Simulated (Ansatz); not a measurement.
**CAM-B3LYP/3-21G run of [SiH3]+ (SMILES [SiH3+])**

What is the energy change on altering one bond length of [SiH3]+ at CAM-B3LYP/3-21G? 

The results are computed with Ansatz 0.2.0.

2 further runs of the same task are left out: 2 that didn't finish.

### 1 The structure to begin with

[SiH3]+: 4 atoms, total charge +1, spin state singlet. SMILES: `[SiH3+]`. Geometry: relaxed at PBE0-D4/def2-TZVP.

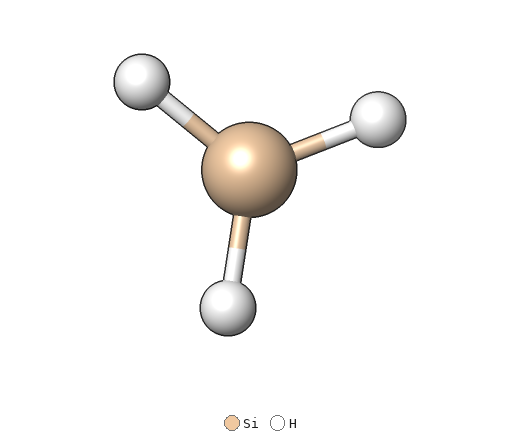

The structure, seen from a chosen angle (silicon light orange, hydrogen white).

### 2 The energy at CAM-B3LYP/3-21G

molecule.yaml reads:

```yaml
basis:
  gaussian: {orbitals: 3-21G.json}
crystal:
  periodic: [false, false, false]
  atoms:
    - {symbol: Si, position_ang: [-0.000000, -0.000000, 0.000000]}
    - {symbol: H, position_ang: [0.686900, 0.675400, 1.113000]}
    - {symbol: H, position_ang: [-0.118400, -1.467200, -0.009900]}
    - {symbol: H, position_ang: [-0.568500, 0.791700, -1.103100]}
total_charge: 1
hamiltonian: {xc: {name: CAM-B3LYP}}
accuracy: high
```

The basis set 3-21G is read from a file made from the Basis Set Exchange's data (not shown).

Command:

```
$ ansatz run molecule.yaml --threads 1 --pin off --max-ram 2610MiB --events-out events.jsonl --progress --plain --runs-dir runs
```

Standard output:

```text
Warning: RAYON_NUM_THREADS=1 ignored (pool sized by the plan → 1); use --threads N
Functional definition: CAM-B3LYP
  name "CAM-B3LYP"
  parameter alpha = 0.19
  parameter beta = 0.46
  parameter omega = 0.33/bohr
  parameter ac = 0.81
  exchange = (1 - alpha - beta)*b88_x + beta*b88_x_sr(omega) + alpha*exact_x + beta*exact_x_lr(omega)
  correlation = (1 - ac)*vwn5_c + ac*lyp_c
377 factors; integrals over basis functions are off by at most 3.3e-9 eV
160 factors; integrals over basis functions are off by at most 2.2e-9 eV
mean field evaluation 1: about -7874.2259 eV, gradient 4.2e0 eV
mean field evaluation 2: about -7874.2793 eV, gradient 3.7e-1 eV
mean field evaluation 4: about -7874.2629 eV, gradient 1.0e-1 eV
mean field evaluation 8: about -7874.2630 eV, gradient 3.3e-4 eV
mean field -7874.26299396 eV, -289.3738276609 hartree, gradient 3.9e-9 eV, S^2 0.000000; 0 other end points of the search recorded, 0 dependent functions left out
reference -7874.26300806 eV, -289.3738281789 hartree; 8, 8 occupied and 11, 11 virtual orbitals, 377 factors
Total energy: -7874.26300806 eV, -289.3738281789 hartree
```

Wall time 0.74 s (1 thread of Arm Neoverse V1, shared host).

### 3 The distorted shape

in.yaml reads:

```yaml
crystal:
  periodic: [false, false, false]
  atoms:
    - {symbol: Si, position_ang: [0.029600, 0.366796, 0.002475]}
    - {symbol: H, position_ang: [0.716500, 1.042196, 1.115475]}
    - {symbol: H, position_ang: [-0.118400, -1.467200, -0.009900]}
    - {symbol: H, position_ang: [-0.538900, 1.158496, -1.100625]}
basis:
  gaussian: {orbitals: 3-21G.json}
total_charge: 1
hamiltonian: {xc: {name: CAM-B3LYP}}
accuracy: high
```

The basis set 3-21G is read from a file made from the Basis Set Exchange's data (not shown).

Command:

```
$ ansatz run in.yaml --threads 1 --pin off --max-ram 2610MiB --events-out events.jsonl --progress --plain --runs-dir runs
```

Standard output:

```text
Warning: RAYON_NUM_THREADS=1 ignored (pool sized by the plan → 1); use --threads N
Functional definition: CAM-B3LYP
  name "CAM-B3LYP"
  parameter alpha = 0.19
  parameter beta = 0.46
  parameter omega = 0.33/bohr
  parameter ac = 0.81
  exchange = (1 - alpha - beta)*b88_x + beta*b88_x_sr(omega) + alpha*exact_x + beta*exact_x_lr(omega)
  correlation = (1 - ac)*vwn5_c + ac*lyp_c
376 factors; integrals over basis functions are off by at most 3.4e-9 eV
161 factors; integrals over basis functions are off by at most 2.2e-9 eV
mean field evaluation 1: about -7873.4396 eV, gradient 4.1e0 eV
mean field evaluation 2: about -7873.5003 eV, gradient 7.7e-1 eV
mean field evaluation 4: about -7873.4885 eV, gradient 2.2e-1 eV
mean field evaluation 8: about -7873.4888 eV, gradient 7.7e-4 eV
mean field -7873.48880621 eV, -289.3453767857 hartree, gradient 2.0e-8 eV, S^2 0.000000; 0 other end points of the search recorded, 0 dependent functions left out
reference -7873.48882046 eV, -289.3453773095 hartree; 8, 8 occupied and 11, 11 virtual orbitals, 376 factors
Total energy: -7873.48882046 eV, -289.3453773095 hartree
```

It took 0.74 s on 1 thread of Arm Neoverse V1, shared host.

### 4 What came out

Level: CAM-B3LYP/3-21G.

| quantity | value |
| --- | --- |
| first shape: total energy | -289.37383 Eh |
| distorted shape: total energy | -289.34538 Eh |
| energy change with the Si1–H3 bond stretched from 1.472 to 1.840 Å | 0.774 eV |

**Reading.** With the Si1–H3 bond stretched from 1.472 to 1.840 Å the energy rises by 0.77 eV (74.7 kJ/mol). The first shape isn't relaxed at this level, so the change isn't measured from a minimum.
